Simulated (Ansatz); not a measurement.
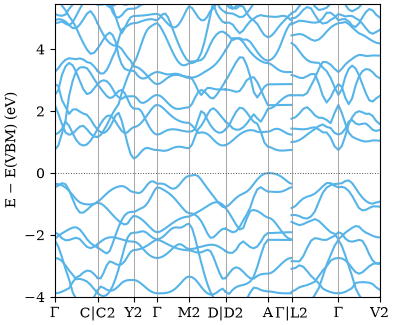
Figure: Band structure from plane-wave PAW r²SCAN (Ansatz code)

The gap is 0.47 eV; an edge lies off the plotted path or next to a special point (maximum off the standard path, minimum at Y2).

The material is KSb2 in space group C2/m (No. 12; K on 4i, Sb on 4i, Sb on 4i).

The workflow started from a Materials Project entry (that database holds measured and hypothetical structures alike); the Crystallography Open Database copy checked does not list it. Its standing as an ambient phase is unchecked. The r²SCAN relaxation kept the symmetry of its start; its stability against distortions is not shown here. Scalar-relativistic: spin–orbit coupling is off unless named, which matters more the heavier the elements.

Potentials: the later of the program's two PAW sets.
